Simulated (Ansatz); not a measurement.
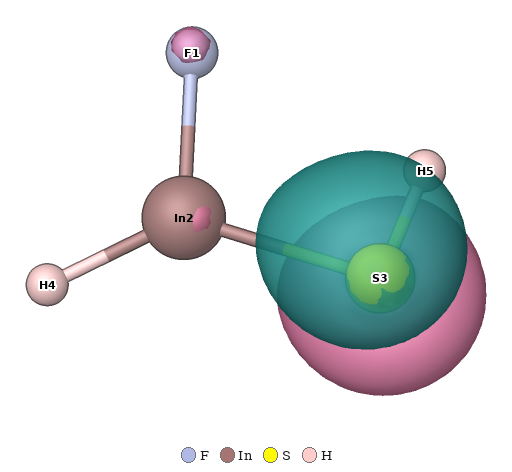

*FH2InS (SMILES [F][InH][SH]). The HOMO at ±0.15 Å⁻³ᐟ² (teal and pink are the two phases), seen at an oblique angle.*

Geometry: PBE0-D4/def2-TZVP; core potentials replace the inner electrons of In.

Computed with RKS PBE0-D4/def2-TZVPP (Ansatz).

Input file:

```
crystal:
  periodic: [false, false, false]
  atoms:
    - {symbol: F, position_ang: [-1.098270, -1.195141, 0.957975]}
    - {symbol: In, position_ang: [-0.537382, 0.020819, -0.465521]}
    - {symbol: S, position_ang: [1.648078, 0.758887, 0.030922]}
    - {symbol: H, position_ang: [-1.633040, 0.317652, -1.722146]}
    - {symbol: H, position_ang: [1.670513, 0.024181, 1.157370]}
basis:
  gaussian: {orbitals: def2-TZVPP}
hamiltonian: {xc: pbe0, dispersion: d4}
output: {orbitals: {seedname: orbitals}}
```

Command:

```sh
ansatz run in.yaml --threads 2 --pin off --events-out ev --progress --plain --max-ram 32768MiB --backend cpu
```

What is the character of this orbital?

Its weight (Hirshfeld) is mainly on S3 (about 85 %) and In2 (about 10 %); it changes sign across the molecular plane (π type). Its energy is −7.88 eV.
